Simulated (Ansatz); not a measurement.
**CHBSi (SMILES B=C=[Si]) (triplet): density, localisation and related maps**

```xyz
4

C     0.0000    0.0000   -0.5511
B     0.0000    0.0000    0.8644
Si    0.0000    0.0000   -2.3711
H     0.0000    0.0000    2.0578
```

Geometry: PBE-D3(BJ)/def2-SVP.

Theory: isolated molecule in a Gaussian basis; Kohn-Sham density functional theory, functional PBE0 in Ansatz.

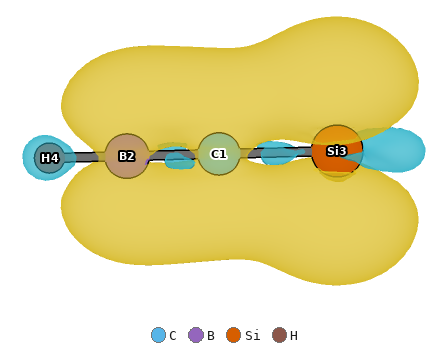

Figure 1. Isosurfaces of the spin density at +0.015 (yellow) and −0.015 e/Å³ (cyan), seen from one side.

Where is the unpaired spin?

Answer. The unpaired spin (2 electrons) lies mostly on Si3 (about 0.8), C1 (about 0.6) and B2 (about 0.5), in electrons by Hirshfeld's partition.

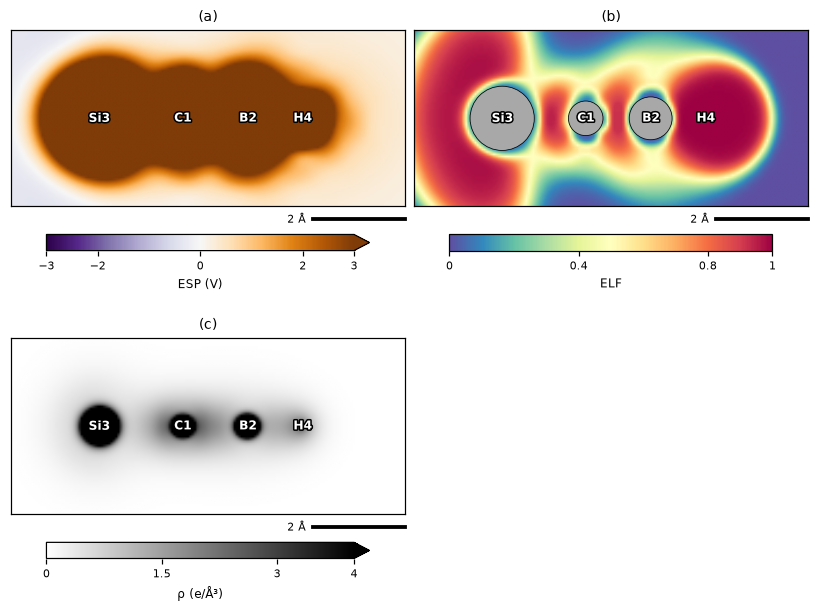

Figure 2. (a) molecular electrostatic potential; (b) ELF; (c) electron density on a plane that holds the molecular axis. Grey discs cover the atomic cores in the ELF map.

Describe what can be read from this map.

Answer. The section cuts through C, B, Si and H sites.
C–B (1.42 Å): the density is about 1.8 e/Å³ at the midpoint; the ELF peaks at about 0.90 between the atoms: localised, covalent bonding.
C–Si (1.82 Å): the density is about 0.97 e/Å³ at the midpoint; the ELF peaks at about 0.95 between the atoms, as expected for a shared electron pair.
B–H (1.19 Å): ρ is about 1.3 e/Å³ halfway; the ELF climbs to about 1 towards the hydrogen, as it does in any bond to H (a covalent bond by its length).
The ELF also peaks beside Si3, away from the bonds: non-bonding electrons, paired or unpaired.
Outside the dense part of the molecule the potential is most negative (−0.4 V) near Si3.

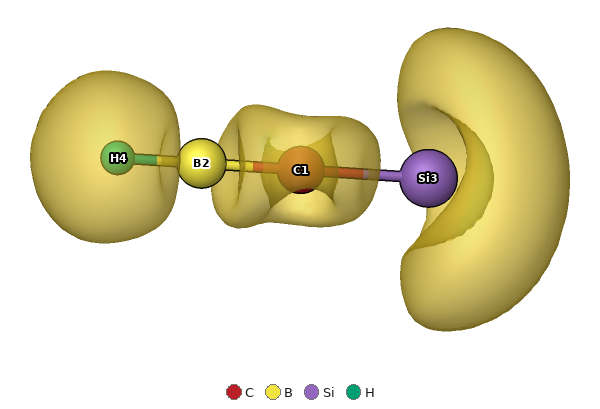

Figure 3. Isosurface of the electron localisation function at 0.75 (yellow), seen from one side. Only the valence region is drawn (cores and ρ < 0.01 e/Å³ removed).

What do the ELF domains correspond to?

Answer. The surface consists of one region around a hydrogen nucleus, one region on C in which the atom's valence shell and bonds are merged and one lobe on Si, pointing away from the bonds (non-bonding electrons).

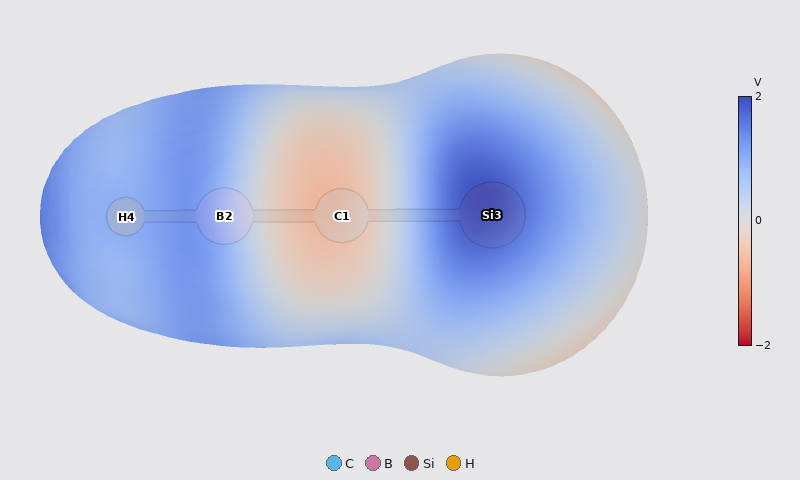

Figure 4. The electrostatic potential painted on the density surface at 0.004 e/bohr³, seen across its widest extent; the colour scale runs from red (negative) to blue (positive).

Which sites attract a positive test charge, and which a negative one?

Answer. A positive charge is drawn to the negative regions and a negative charge to the positive ones. The most negative region (about −0.6 V) lies over C1, the most positive (about +1.9 V) over Si3.

How polar is the molecule by this calculation?

Answer. Its dipole moment is 1.34 D.
